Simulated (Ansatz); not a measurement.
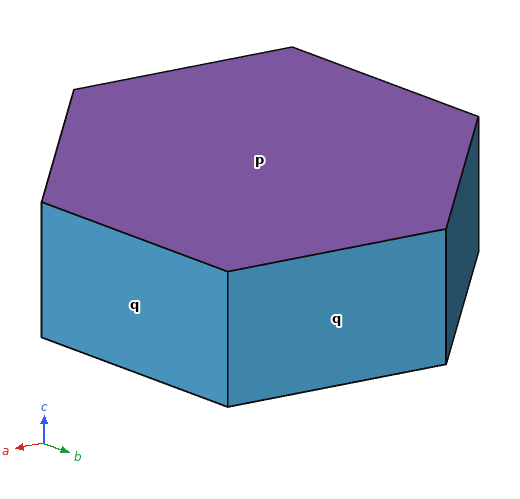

Crystal habit computed by the BFDH rule (growth rate of a face proportional to 1/d, systematic absences taken into account). This is a geometric estimate, not an energy calculation. Faces of one form share a colour. Cell of CsHfS2: space group P-6m2 (No. 187), a = 3.684 Å, b = 3.684 Å, c = 8.440 Å, α = 90.00°, β = 90.00°, γ = 120.00°. Source: the geometry relaxed with Ansatz, DFT PBE, scalar-relativistic, plane waves, PAW; the starting structure was generated, so it need not be a known form of this composition. Forms under 0.4 % of the area are left out. Forms are taken in the Laue class: a face and its opposite count as one form.

Which form is which colour?

Answer. purple (p): {001} (d = 8.44 Å, 57 % of the area); blue (q): {100} (d = 3.19 Å, 43 % of the area).
